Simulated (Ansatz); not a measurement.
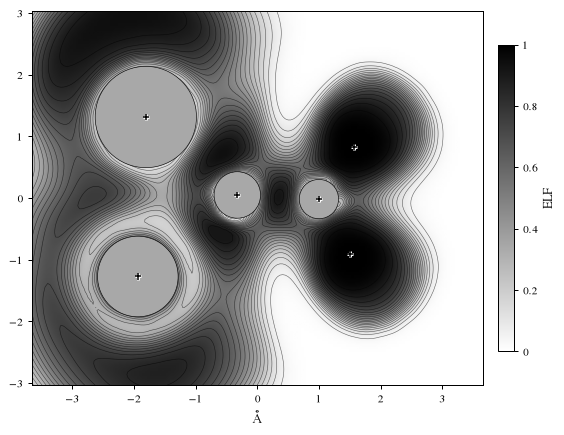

The electron localisation function on a plane through atoms (crosses mark nuclei in the plane; grey discs cover the cores).

Computed with isolated molecule in a Gaussian basis; Kohn-Sham density functional theory, functional PBE0 (Ansatz).

Candidates:
A. COTe (SMILES O=C=[Te])
B. CCl2Si (SMILES [Si]=C(Cl)Cl)
C. CH2GeNSb (SMILES N[C]1=[Ge]=[Sb]1)

Which candidate gave the map?

Candidate C: CH2GeNSb on the molecular plane, which holds C, Ge, N, Sb and H. C–N (1.32 Å): the ELF peaks at about 0.90 between the atoms (localised, covalent bonding). C–Ge (1.95 Å): the ELF peaks at about 0.90 in the valence shell of C, 0.7 Å from its nucleus, and is about 0.55 at the midpoint.
